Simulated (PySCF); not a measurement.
# CH3B (SMILES B[CH]) at UPBE0/STO-3G

What is the energy change on altering one bond length of CH3B at UPBE0/STO-3G? Input form: a Python script.

The results are computed with PySCF 2.14.0.

8 further runs of the same task are left out: 8 set aside as unsound or not needed.

**1. The structure to begin with**

CH3B: 5 atoms, total charge 0, spin state triplet. SMILES: `B[CH]`. The shape is that of a GFN2-xTB optimisation.

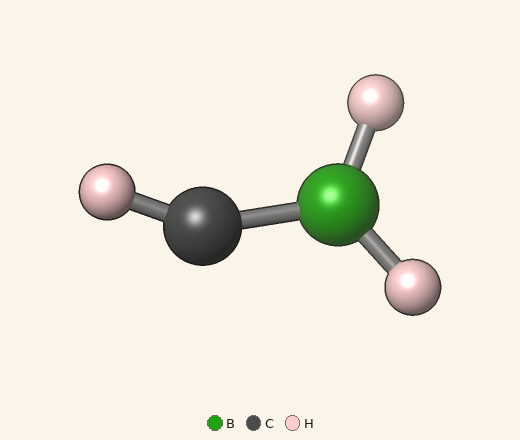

Viewed from a chosen angle; boron green, carbon dark grey, hydrogen pink.

**2. A single-point energy at UPBE0/STO-3G**

job.py

```python
# B[CH]
from pyscf import gto, dft

system = gto.Mole()
system.atom = '''
B     -0.352450    -0.401400    -0.071360
C      0.507540     0.779550    -0.141970
H     -0.308550    -1.118250     0.866820
H     -1.104620    -0.672740    -0.931370
H      1.258080     1.412850     0.277880
'''
system.charge = 0
system.verbose = 3
system.max_memory = 1860
system.basis = 'sto-3g'
system.spin = 2
system.build()

mf = dft.UKS(system)
mf.xc = 'pbe0'
mf.conv_tol = 1e-10
mf.grids.level = 5
mf.kernel()
if not mf.converged:
    mf = mf.newton().run(mf.mo_coeff, mf.mo_occ)

etot = mf.e_tot
print('E = %.10f Eh' % etot)
```

On the command line:

```sh
$ OMP_NUM_THREADS=1 python job.py
```

Standard output:

```text
WARN: HOMO -0.108430109768211 >= LUMO -0.178964385171019

converged SCF energy = -63.718867332874  <S^2> = 2.0060488  2S+1 = 3.0040298
E = -63.7188673329 Eh
```

Wall time 4.2 s (1 thread of Arm Neoverse V2, shared host); peak memory 0.18 GiB.

**3. The distorted shape at the same level**

job.py

```python
from pyscf import gto, dft

mol = gto.M(
    atom=[
    ('B', (0.249314, -0.184318, 0.616680)),
    ('C', (1.109304, 0.996632, 0.546070)),
    ('H', (0.293214, -0.901168, 1.554860)),
    ('H', (-1.104620, -0.672740, -0.931370)),
    ('H', (1.859844, 1.629932, 0.965920)),
],
    spin=2,
    charge=0,
    verbose=3,
    max_memory=1860,
    basis='sto-3g',
)

mf = dft.UKS(mol, xc='pbe0')
mf.grids.level = 5
mf.conv_tol = 1e-10
mf.kernel()
if not mf.converged:
    mf = mf.newton().run(mf.mo_coeff, mf.mo_occ)

e_tot = mf.e_tot
print(f'total energy: {e_tot:.8f} hartree')
```

On the command line:

```sh
$ OMP_NUM_THREADS=1 python job.py
```

Standard output:

```text
WARN: HOMO -0.116887184492894 >= LUMO -0.174432564518079

converged SCF energy = -63.5614724855525  <S^2> = 2.2050014  2S+1 = 3.1336888
total energy: -63.56147249 hartree
```

Wall time 3.6 s (1 thread of Arm Neoverse V2, shared host); peak memory 0.18 GiB.

**4. What came out**

At UPBE0/STO-3G:

```
                                                         quantity         value
                                        first shape: total energy  -63.71887 Eh
                                       first shape: dipole moment        1.16 D
                  first shape: HOMO energy (highest over α and β)      -4.90 eV
                   first shape: LUMO energy (lowest over α and β)      -0.91 eV
                                                first shape: ⟨S²⟩         2.006
                                    distorted shape: total energy  -63.56147 Eh
                                   distorted shape: dipole moment        1.34 D
              distorted shape: HOMO energy (highest over α and β)      -4.83 eV
               distorted shape: LUMO energy (lowest over α and β)      -1.02 eV
                                            distorted shape: ⟨S²⟩         2.205
energy change with the B1–H4 bond stretched from 1.174 to 2.114 Å      4.283 eV
```

With the B1–H4 bond stretched from 1.174 to 2.114 Å the energy rises by 4.28 eV (99 kcal/mol). The first shape isn't relaxed at this level, so the change isn't measured from a minimum. The minimal basis adds a large error of its own. ⟨S²⟩ (distorted shape) is 2.21 where a pure triplet has 2.00: the reference is spin-contaminated. Mulliken charges (distorted shape) run from -0.13 on C2 to +0.12 on B1.
